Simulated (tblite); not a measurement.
Geometry relaxation, with input and output: Ge$_{16}$H$_{24}$ (part 1 of 2)

- system: Ge$_{16}$H$_{24}$
- method: GFN2-xTB geometry optimisation, gas phase (tblite 0.8.0)

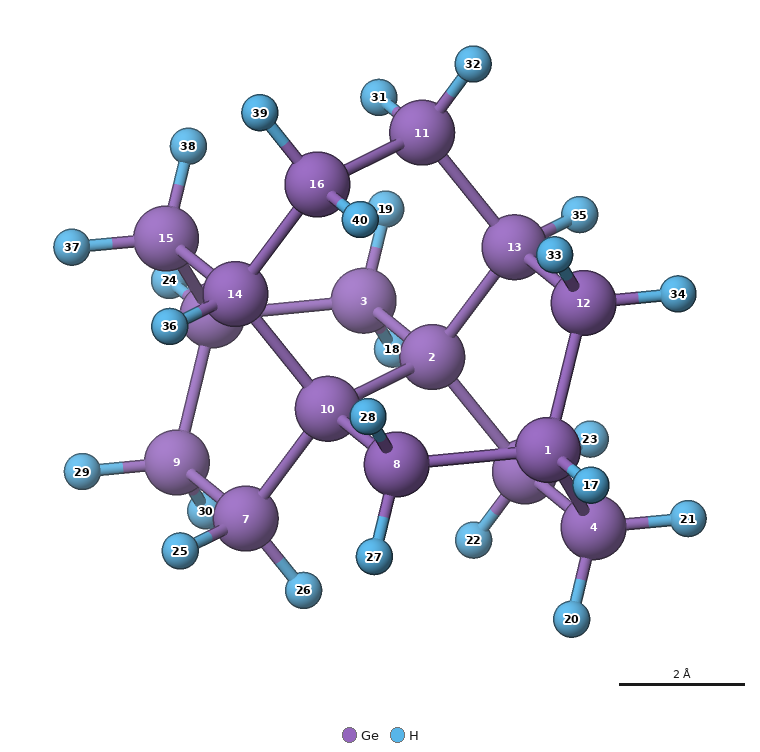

The input geometry (ball-and-stick view, seen at a tilt; atoms are numbered from 1 in the order of the input). Sticks mark near contacts. Bond lengths as drawn: Ge–Ge 2.44 to 2.46 Å and Ge–H 1.52 to 1.54 Å.

## Key numbers

```json
{"quantity": "outcome", "value": "converged"}
{"quantity": "total energy", "value": "−1177.4334 eV"}
{"quantity": "HOMO", "value": "−10.18 eV"}
{"quantity": "LUMO", "value": "−6.34 eV"}
{"quantity": "point group", "value": "C2"}
{"quantity": "dipole moment", "value": "0.03 D"}
{"quantity": "hardware", "value": "2 CPU threads, shared host"}
{"quantity": "wall time", "value": "4 s (CPU time 4.9 s)"}
{"quantity": "peak memory", "value": "0.16 GiB"}
```

## Input
```
{"job": {"kind": "relax", "xc": "GFN2-xTB", "basis": "xTB"}, "charge": 0, "multiplicity": 1}
Ge    -0.495200    -1.156700     3.673400
Ge    -0.503300    -1.152300    -0.415200
Ge    -0.494900    -1.157200    -2.857300
Ge    -2.501200    -2.305500     2.852100
Ge    -2.501500    -2.311100     0.411700
Ge    -0.503400     1.154400    -3.677600
Ge    -2.500400     2.311600    -0.411600
Ge    -0.496700     1.157600     2.859800
Ge    -2.497800     2.307800    -2.858700
Ge    -0.502900     1.154100     0.409900
Ge     3.498600    -1.156100    -0.410400
Ge     1.497800    -2.311900     2.858300
Ge     1.496900    -2.309200     0.413300
Ge     1.502500     2.309300    -0.411000
Ge     1.498100     2.315000    -2.858100
Ge     3.498800     1.155500     0.414600
H     -0.499700    -1.153000     5.205900
H     -1.750400    -1.879600    -3.369300
H      0.748500    -1.874400    -3.365800
H     -3.746900    -1.587700     3.371000
H     -2.502800    -3.748600     3.369800
H     -3.750600    -1.587100    -0.101900
H     -2.497100    -3.747800    -0.095100
H     -0.504300     1.150600    -5.206500
H     -2.500000     3.755000     0.102600
H     -3.755800     1.587700     0.104200
H     -1.748600     1.878500     3.367600
H      0.748500     1.876800     3.369500
H     -2.499900     3.752800    -3.370300
H     -3.748600     1.589000    -3.364900
H      3.504300    -1.154300    -1.939400
H      4.748000    -1.874900     0.101900
H      2.748500    -1.588500     3.366400
H      1.502400    -3.753700     3.372000
H      1.501500    -3.750600    -0.105000
H      1.500800     3.754600     0.098800
H      1.499500     3.752500    -3.372400
H      2.750400     1.591100    -3.370900
H      4.751000     1.872300    -0.101800
H      3.495900     1.158300     1.939500
```

The first line tells a small driver script what to run in tblite; the rest is the geometry in Å.

Command:
```bash
OMP_NUM_THREADS=2 python <driver script> task.json out
```

## Log
```
step      E/eV     max force
  0   -1177.06634    0.645
  1   -1177.13567    0.461
  2   -1177.28542    0.358
  3   -1177.31320    0.319
  4   -1177.38114    0.290
  5   -1177.38769    0.206
  6   -1177.39651    0.109
  7   -1177.40050    0.090
  8   -1177.40331    0.114
  9   -1177.40494    0.093
 10   -1177.40765    0.111
 11   -1177.41133    0.134
 12   -1177.41580    0.138
 13   -1177.41970    0.131
 14   -1177.42252    0.098
 15   -1177.42430    0.058
 16   -1177.42533    0.055
 17   -1177.42588    0.040
 18   -1177.42629    0.039
 19   -1177.42681    0.047
 20   -1177.42756    0.063
 21   -1177.42864    0.077
 22   -1177.42992    0.073
 23   -1177.43103    0.063
 24   -1177.43174    0.041
 25   -1177.43220    0.033
 26   -1177.43255    0.041
 27   -1177.43284    0.037
 28   -1177.43306    0.028
 29   -1177.43321    0.023
 30   -1177.43336    0.020
```

## Trajectory as extended XYZ (Å, eV, eV/Å), 12 of the 24 frames kept, from step=0 to step=30
```
40
Properties=species:S:1:pos:R:3:forces:R:3 step=0 energy=-1177.06634
Ge   -0.4952   -1.1567    3.6734   -0.0830   0.0290  -0.1830
Ge   -0.5033   -1.1523   -0.4152   -0.1720  -0.4840  -0.2230
Ge   -0.4949   -1.1572   -2.8573   -0.1550   0.5290   0.0120
Ge   -2.5012   -2.3055    2.8521    0.3260   0.1370  -0.2020
Ge   -2.5015   -2.3111    0.4117    0.2090   0.2200   0.4550
Ge   -0.5034    1.1544   -3.6776    0.0480  -0.0080   0.2370
Ge   -2.5004    2.3116   -0.4116    0.1490  -0.1410  -0.4590
Ge   -0.4967    1.1576    2.8598   -0.0740  -0.5430  -0.0820
Ge   -2.4978    2.3078   -2.8587    0.2640  -0.1250   0.2860
Ge   -0.5029    1.1541    0.4099   -0.1480   0.4790   0.2980
Ge    3.4986   -1.1561   -0.4104   -0.3110   0.2730   0.4630
Ge    1.4978   -2.3119    2.8583   -0.3510   0.0770  -0.1520
Ge    1.4969   -2.3092    0.4133    0.3780   0.2650   0.1300
Ge    1.5025    2.3093   -0.4110    0.3450  -0.2430  -0.1670
Ge    1.4981    2.3150   -2.8581   -0.3810  -0.1770   0.1470
Ge    3.4988    1.1555    0.4146   -0.2670  -0.2720  -0.5210
H    -0.4997   -1.1530    5.2059    0.0040  -0.0160   0.0360
H    -1.7504   -1.8796   -3.3693    0.3130  -0.0750  -0.0240
H     0.7485   -1.8744   -3.3658   -0.1590  -0.1580  -0.0870
H    -3.7469   -1.5877    3.3710    0.0480  -0.2510   0.0550
H    -2.5028   -3.7486    3.3698   -0.1970   0.2210   0.0320
H    -3.7506   -1.5871   -0.1019    0.0600  -0.2700  -0.0740
H    -2.4971   -3.7478   -0.0951   -0.1960   0.1310  -0.1060
H    -0.5043    1.1506   -5.2065   -0.0020   0.0130  -0.0760
H    -2.5000    3.7550    0.1026   -0.1890  -0.2190   0.0720
H    -3.7558    1.5877    0.1042    0.1100   0.2880   0.0530
H    -1.7486    1.8785    3.3676    0.2700   0.0930   0.0480
H     0.7485    1.8768    3.3695   -0.1840   0.1460   0.0760
H    -2.4999    3.7528   -3.3703   -0.1990  -0.2210  -0.0440
H    -3.7486    1.5890   -3.3649    0.0480   0.2590  -0.0690
H     3.5043   -1.1543   -1.9394    0.1920  -0.0700   0.1300
H     4.7480   -1.8749    0.1019   -0.0540   0.0270  -0.2830
H     2.7485   -1.5885    3.3664   -0.0380  -0.2570   0.0340
H     1.5024   -3.7537    3.3720    0.2080   0.1840   0.0710
H     1.5015   -3.7506   -0.1050   -0.0390  -0.0480  -0.0190
H     1.5008    3.7546    0.0988   -0.0350   0.0370   0.0250
H     1.4995    3.7525   -3.3724    0.2110  -0.1380  -0.0850
H     2.7504    1.5911   -3.3709   -0.0680   0.2730  -0.0250
H     4.7510    1.8723   -0.1018   -0.0810  -0.0350   0.3030
H     3.4959    1.1583    1.9395    0.2030   0.0720  -0.0800
40
Properties=species:S:1:pos:R:3:forces:R:3 step=2 energy=-1177.28542
Ge   -0.5019   -1.1561    3.6623   -0.0100  -0.1030   0.1770
Ge   -0.5149   -1.1861   -0.4307    0.1120   0.1680   0.0750
Ge   -0.5047   -1.1182   -2.8580    0.0900  -0.0880  -0.0620
Ge   -2.4770   -2.2943    2.8398   -0.0350   0.0330   0.1980
Ge   -2.4865   -2.2968    0.4449   -0.0540  -0.1210  -0.1140
Ge   -0.5007    1.1553   -3.6630   -0.0640   0.1050  -0.2020
Ge   -2.4895    2.3024   -0.4450   -0.0170   0.0710   0.1310
Ge   -0.5014    1.1177    2.8556    0.0370   0.1030   0.1020
Ge   -2.4778    2.2977   -2.8397   -0.0050  -0.0370  -0.2050
Ge   -0.5131    1.1880    0.4307    0.0820  -0.1420  -0.1110
Ge    3.4771   -1.1363   -0.3777    0.1530  -0.0950  -0.1480
Ge    1.4712   -2.3052    2.8473    0.0040   0.0330   0.0330
Ge    1.5243   -2.2913    0.4222   -0.1300  -0.1210  -0.0520
Ge    1.5272    2.2928   -0.4227   -0.1300   0.1050   0.0530
Ge    1.4694    2.3020   -2.8478    0.0310   0.0420  -0.0410
Ge    3.4799    1.1355    0.3783    0.1120   0.0890   0.1760
H    -0.4995   -1.1544    5.2063   -0.0050  -0.0120  -0.1200
H    -1.7237   -1.8855   -3.3718    0.1850  -0.0130  -0.0500
H     0.7315   -1.8855   -3.3720   -0.2830   0.0470   0.0090
H    -3.7410   -1.6101    3.3747    0.1310  -0.1970  -0.0160
H    -2.5194   -3.7288    3.3720   -0.1040   0.1870  -0.0120
H    -3.7442   -1.6107   -0.1074    0.1110  -0.1920   0.0160
H    -2.5141   -3.7335   -0.1026   -0.1340   0.2440   0.0380
H    -0.5044    1.1517   -5.2095    0.0000   0.0150   0.1440
H    -2.5164    3.7345    0.1075   -0.1360  -0.2180  -0.0330
H    -3.7455    1.6127    0.1079    0.1140   0.1950  -0.0190
H    -1.7246    1.8854    3.3716    0.2200  -0.0130   0.0320
H     0.7299    1.8871    3.3749   -0.2680  -0.0440  -0.0090
H    -2.5168    3.7327   -3.3733   -0.1100  -0.1970   0.0140
H    -3.7427    1.6120   -3.3699    0.1270   0.2010   0.0090
H     3.5201   -1.1602   -1.9240    0.0730  -0.0290   0.3210
H     4.7420   -1.8715    0.0777   -0.1060   0.0850  -0.1720
H     2.7431   -1.6115    3.3687   -0.1500  -0.2120  -0.0110
H     1.5200   -3.7374    3.3778    0.1130   0.1470   0.0330
H     1.4991   -3.7513   -0.1053    0.0420   0.1650   0.0650
H     1.4987    3.7545    0.0997    0.0430  -0.1650  -0.0640
H     1.5172    3.7389   -3.3791    0.1060  -0.1940  -0.0180
H     2.7430    1.6151   -3.3726   -0.1450   0.2010   0.0080
H     4.7434    1.8685   -0.0761   -0.0820  -0.0700   0.1700
H     3.5126    1.1642    1.9272    0.0830   0.0270  -0.3470
40
Properties=species:S:1:pos:R:3:forces:R:3 step=4 energy=-1177.38114
Ge   -0.5062   -1.1646    3.6715    0.0570   0.0020   0.0680
Ge   -0.5112   -1.1899   -0.4331    0.0920   0.2580   0.0840
Ge   -0.5031   -1.1024   -2.8626    0.0260  -0.0600   0.0610
Ge   -2.4655   -2.2849    2.8492   -0.0390  -0.0150   0.0030
Ge   -2.4813   -2.2978    0.4548    0.0490   0.0280  -0.0590
Ge   -0.5046    1.1651   -3.6722    0.0050   0.0000  -0.0820
Ge   -2.4833    2.3020   -0.4535    0.0820  -0.0540   0.0530
Ge   -0.5011    1.1027    2.8610    0.0110   0.0600  -0.0460
Ge   -2.4661    2.2883   -2.8463   -0.0200  -0.0010  -0.0430
Ge   -0.5112    1.1941    0.4330    0.0910  -0.2560  -0.1020
Ge    3.4774   -1.1332   -0.3706    0.0120  -0.0540  -0.0190
Ge    1.4553   -2.2989    2.8432    0.0330  -0.0440  -0.0080
Ge    1.5277   -2.2904    0.4230   -0.1690  -0.0010  -0.0400
Ge    1.5292    2.2914   -0.4250   -0.1630  -0.0020   0.0500
Ge    1.4549    2.2983   -2.8447    0.0390   0.0550   0.0150
Ge    3.4782    1.1320    0.3713    0.0060   0.0640   0.0370
H    -0.4999   -1.1565    5.1971   -0.0060  -0.0200   0.0630
H    -1.6909   -1.8905   -3.3786    0.0130  -0.0280  -0.0770
H     0.6962   -1.8884   -3.3757   -0.0520   0.0040  -0.0460
H    -3.7266   -1.6411    3.3763   -0.0570  -0.0090   0.0520
H    -2.5391   -3.7006    3.3728   -0.0370  -0.0370   0.0460
H    -3.7307   -1.6425   -0.1093   -0.0140  -0.0440   0.0040
H    -2.5371   -3.7041   -0.1039   -0.0750  -0.0300  -0.0010
H    -0.5045    1.1540   -5.1996   -0.0020   0.0250  -0.0420
H    -2.5393    3.7039    0.1078   -0.0760   0.0670   0.0130
H    -3.7297    1.6455    0.1086   -0.0400   0.0290   0.0080
H    -1.6905    1.8888    3.3777    0.0140   0.0260   0.0750
H     0.6949    1.8896    3.3781   -0.0440  -0.0030   0.0460
H    -2.5372    3.7034   -3.3744   -0.0410   0.0290  -0.0380
H    -3.7286    1.6438   -3.3728   -0.0440   0.0180  -0.0460
H     3.5363   -1.1664   -1.8866    0.0160  -0.0090   0.0030
H     4.7301   -1.8623    0.0475    0.1000  -0.0270  -0.0200
H     2.7265   -1.6445    3.3695   -0.0340  -0.0460   0.0240
H     1.5411   -3.7143    3.3847    0.0350   0.0170   0.0360
H     1.5018   -3.7372   -0.0996    0.0530   0.0410   0.0290
H     1.5018    3.7398    0.0944    0.0550  -0.0450  -0.0300
H     1.5377    3.7135   -3.3852    0.0340  -0.0090  -0.0390
H     2.7255    1.6477   -3.3732   -0.0220   0.0370  -0.0290
H     4.7326    1.8604   -0.0452    0.0940   0.0260   0.0240
H     3.5304    1.1702    1.8895    0.0190   0.0070  -0.0270
40
Properties=species:S:1:pos:R:3:forces:R:3 step=6 energy=-1177.39651
Ge   -0.5031   -1.1655    3.6772    0.0210   0.0250  -0.0020
Ge   -0.5050   -1.1739   -0.4279   -0.0120   0.0210  -0.0210
Ge   -0.5012   -1.1056   -2.8597   -0.0390   0.0490   0.0310
Ge   -2.4676   -2.2851    2.8515    0.0070  -0.0030  -0.0290
Ge   -2.4784   -2.2969    0.4508    0.0710   0.0570   0.0180
Ge   -0.5047    1.1661   -3.6787    0.0340  -0.0290   0.0130
Ge   -2.4783    2.2994   -0.4496    0.0580  -0.0370  -0.0230
Ge   -0.5004    1.1061    2.8592   -0.0230  -0.0510  -0.0430
Ge   -2.4669    2.2877   -2.8507   -0.0010   0.0040   0.0290
Ge   -0.5053    1.1785    0.4267    0.0050  -0.0330   0.0350
Ge    3.4792   -1.1371   -0.3719   -0.0350   0.0040   0.0920
Ge    1.4565   -2.3011    2.8427   -0.0240  -0.0300  -0.0280
Ge    1.5171   -2.2910    0.4204   -0.0110   0.0680   0.0100
Ge    1.5189    2.2917   -0.4219   -0.0100  -0.0640  -0.0090
Ge    1.4566    2.3016   -2.8439   -0.0370   0.0060   0.0260
Ge    3.4794    1.1364    0.3738   -0.0270   0.0020  -0.1050
H    -0.5003   -1.1580    5.2000   -0.0010  -0.0180   0.0950
H    -1.6873   -1.8925   -3.3840    0.0140  -0.0230  -0.0470
H     0.6897   -1.8881   -3.3788    0.0180  -0.0360  -0.0540
H    -3.7287   -1.6445    3.3795   -0.0680   0.0020   0.0510
H    -2.5430   -3.7004    3.3756   -0.0340  -0.0440   0.0420
H    -3.7303   -1.6479   -0.1090   -0.0330  -0.0190  -0.0100
H    -2.5436   -3.7029   -0.1038   -0.0470  -0.0430  -0.0160
H    -0.5046    1.1557   -5.2011   -0.0010   0.0210  -0.0990
H    -2.5458    3.7049    0.1083   -0.0440   0.0350   0.0100
H    -3.7306    1.6501    0.1090   -0.0320   0.0140   0.0100
H    -1.6866    1.8905    3.3828   -0.0010   0.0310   0.0550
H     0.6890    1.8894    3.3812    0.0170   0.0350   0.0520
H    -2.5414    3.7026   -3.3768   -0.0350   0.0410  -0.0400
H    -3.7300    1.6476   -3.3758   -0.0640   0.0000  -0.0520
H     3.5385   -1.1675   -1.8829    0.0160  -0.0120  -0.0650
H     4.7350   -1.8630    0.0437    0.0870  -0.0310  -0.0170
H     2.7228   -1.6502    3.3711    0.0150  -0.0130   0.0300
H     1.5450   -3.7115    3.3876    0.0290  -0.0240   0.0400
H     1.5054   -3.7332   -0.0972    0.0220  -0.0160   0.0010
H     1.5055    3.7355    0.0920    0.0240   0.0130   0.0000
H     1.5415    3.7108   -3.3881    0.0320   0.0440  -0.0460
H     2.7225    1.6528   -3.3750    0.0160   0.0120  -0.0300
H     4.7373    1.8612   -0.0411    0.0750   0.0280   0.0230
H     3.5330    1.1711    1.8843    0.0190   0.0110   0.0730
40
Properties=species:S:1:pos:R:3:forces:R:3 step=8 energy=-1177.40331
Ge   -0.5006   -1.1650    3.6806   -0.0120  -0.0040   0.0340
Ge   -0.5026   -1.1656   -0.4271   -0.0390  -0.0870  -0.0620
Ge   -0.5025   -1.1033   -2.8569   -0.0160   0.0050  -0.0460
Ge   -2.4675   -2.2848    2.8513   -0.0220  -0.0070   0.0360
Ge   -2.4724   -2.2931    0.4507   -0.0040  -0.0110  -0.0110
Ge   -0.5030    1.1655   -3.6819    0.0100  -0.0030  -0.0260
Ge   -2.4720    2.2959   -0.4498   -0.0220   0.0250   0.0110
Ge   -0.5013    1.1038    2.8564   -0.0110  -0.0040   0.0420
Ge   -2.4666    2.2870   -2.8514   -0.0300   0.0140  -0.0200
Ge   -0.5021    1.1697    0.4262   -0.0320   0.0780   0.0710
Ge    3.4781   -1.1384   -0.3666    0.0430  -0.0130   0.0170
Ge    1.4546   -2.3037    2.8407   -0.0030  -0.0180   0.0140
Ge    1.5117   -2.2871    0.4198    0.0410   0.0180   0.0140
Ge    1.5136    2.2878   -0.4212    0.0410  -0.0170  -0.0180
Ge    1.4543    2.3035   -2.8419   -0.0090   0.0150  -0.0220
Ge    3.4783    1.1383    0.3683    0.0420   0.0110  -0.0260
H    -0.5006   -1.1599    5.2067    0.0030  -0.0110   0.0520
H    -1.6826   -1.8952   -3.3899    0.0070  -0.0060  -0.0210
H     0.6854   -1.8903   -3.3838    0.0100  -0.0120  -0.0240
H    -3.7330   -1.6479    3.3843   -0.0280  -0.0060   0.0240
H    -2.5483   -3.7013    3.3797   -0.0220  -0.0180   0.0200
H    -3.7313   -1.6537   -0.1097   -0.0110  -0.0020   0.0000
H    -2.5511   -3.7031   -0.1048   -0.0140   0.0070   0.0040
H    -0.5047    1.1580   -5.2074    0.0020   0.0140  -0.0590
H    -2.5531    3.7056    0.1092   -0.0110  -0.0190  -0.0120
H    -3.7320    1.6552    0.1098    0.0010   0.0040  -0.0040
H    -1.6826    1.8934    3.3891    0.0030   0.0080   0.0230
H     0.6849    1.8916    3.3861    0.0100   0.0120   0.0230
H    -2.5470    3.7030   -3.3805   -0.0220   0.0210  -0.0210
H    -3.7338    1.6515   -3.3807   -0.0330   0.0020  -0.0290
H     3.5416   -1.1691   -1.8826   -0.0020  -0.0100  -0.0110
H     4.7421   -1.8647    0.0390    0.0320  -0.0090  -0.0130
H     2.7209   -1.6558    3.3737    0.0130  -0.0010   0.0150
H     1.5501   -3.7102    3.3919    0.0140  -0.0400   0.0290
H     1.5087   -3.7312   -0.0957    0.0070   0.0000   0.0000
H     1.5090    3.7332    0.0904    0.0090   0.0010   0.0030
H     1.5466    3.7107   -3.3928    0.0150   0.0390  -0.0280
H     2.7209    1.6581   -3.3778    0.0090   0.0010  -0.0140
H     4.7436    1.8629   -0.0358    0.0330   0.0120   0.0140
H     3.5365    1.1726    1.8837    0.0000   0.0090   0.0210
```
